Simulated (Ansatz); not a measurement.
A series of calculations on B$_{27}$SN$_{26}$ and related structures

Part 1: Relaxation

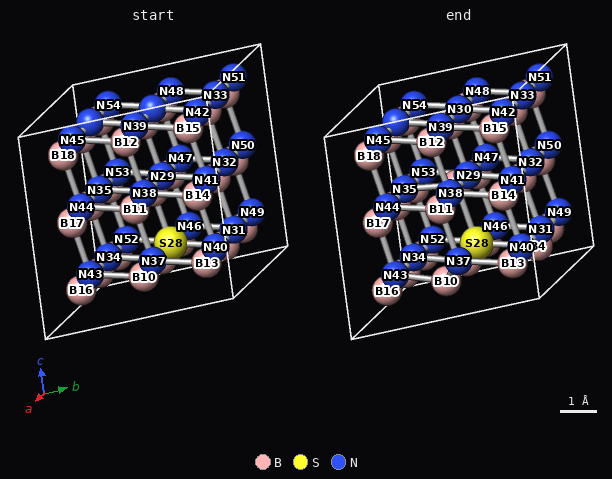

The structure of a defect cell of composition B27SN26 before (left) and after (right) a relaxation, at one scale.

Style: ball-and-stick. Shown: the cell of the calculation (origin shifted), slightly off an axis.

Computed with DFT, PBE, plane-wave PAW, default files, scalar-relativistic in Ansatz 0.2.0. (plane-wave cutoff 420 eV; k-point mesh 3 × 3 × 3; occupations fermi dirac; smearing width 0.01 eV; collinear spin; atoms relaxed in a fixed cell; force threshold 0.03 eV/Å; at most 40 steps)

### What changed between the two?

After 4 accepted moves (5 points after the start) the energy has fallen by 4.041 eV per cell of the calculation. Largest force component: 6.2 eV/Å at the start, 0.0073 eV/Å at the end. 1 step only repeated the SCF at the same geometry. The largest moves, 0.21 Å, are those of B atoms. Largest moves by element: B 0.21 Å, N 0.03 Å. S stays in place. The lattice vectors keep their values. Some distances before and after: B–S 1.565 → 1.773 Å, B–N 1.565 → 1.531 Å. Bond angles that change, for instance: B–N–B 109.5° → 102.2°, S–B–N 109.5° → 102.9°, N–B–N 109.5° → 115.1°.

Limits of the set-up: the periodic images lie only 7.7 Å apart, so the values are limited by the cell's size.

Part 2: Relaxation

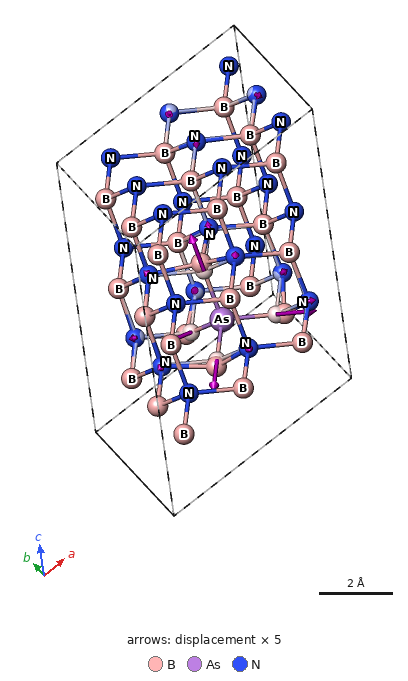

A relaxation of a defect cell of composition B₂₇AsN₂₆. The starting structure is drawn faded, the final one solid; purple arrows show the displacements, 5 times their true length.

The picture is a ball-and-stick view of the cell of the calculation (origin shifted), seen slightly off an axis.

These are results of DFT, PBE, plane-wave PAW, default files, scalar-relativistic in Ansatz, not measurements. Set-up: plane-wave cutoff 420 eV; k-point mesh 3 × 3 × 3; occupations fermi dirac; smearing width 0.01 eV; no spin polarisation; atoms relaxed in a fixed cell; force threshold 0.03 eV/Å; at most 40 steps.

Which element moves most?

Answer. Boron: up to 0.24 Å, against 0.05 Å for nitrogen.

What did the optimiser do to the structure, and how much energy did it gain?

Answer. The largest moves, 0.24 Å, are those of B atoms. By element the largest moves are B 0.24 Å, N 0.05 Å. As stays in place. The cell doesn't change. Near-neighbour distances that change, for instance: As–B 1.565 → 1.804 Å, B–N 1.565 → 1.516 Å, B–N 1.565 → 1.537 Å. Among the angles between lasting bonds that change: B–N–B 109.5° → 101.6°, As–B–N 109.5° → 102.3°, N–B–N 109.5° → 115.6°. Over 4 geometry steps the energy falls by 7.382 eV per cell of the calculation. Largest force component: 9.8 eV/Å at the start, 0.0085 eV/Å at the end. Cost: 2.1 min on 1 thread of Arm Neoverse V2 (shared host), peak memory 0.8 GiB.

Limits of the set-up: the periodic images lie only 7.7 Å apart, so the values are limited by the cell's size.

Part 3: Defect

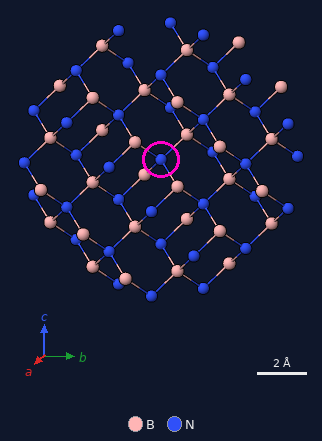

Perfect BN. Style: ball-and-stick. Shown: the atoms within 6.0 Å of one point, in a slice 3.4 Å thick across the line of sight, slightly off an axis.

Method: Ansatz, DFT, PBE, plane-wave PAW, default files, scalar-relativistic. Settings: plane-wave cutoff 420 eV; k-point mesh 3 × 3 × 3; occupations fermi dirac; smearing width 0.01 eV; collinear spin. The axes drawn are those of the host's conventional cell.

A nitrogen atom is replaced by sulfur at the ringed place, in charge state 0. The supercell has 54 sites, and the atoms are relaxed at the host's cell.

> How do the neighbours respond?

In the host the N atom has 4 B at 1.57 Å; the S atom ends with 4 B at 1.77 Å. Of the host's atoms, a boron atom moves furthest from its site, by 0.21 Å. The cell's net moment is 0.29 μB. Relaxing the atoms from the host's sites lowers the energy by 4.04 eV.

The relaxed defect, seen from the same direction:

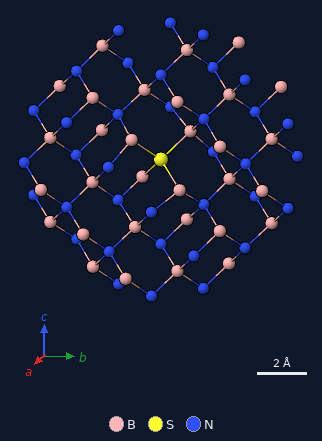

Limits of the set-up: the periodic images lie only 7.7 Å apart, so the values are limited by the cell's size.
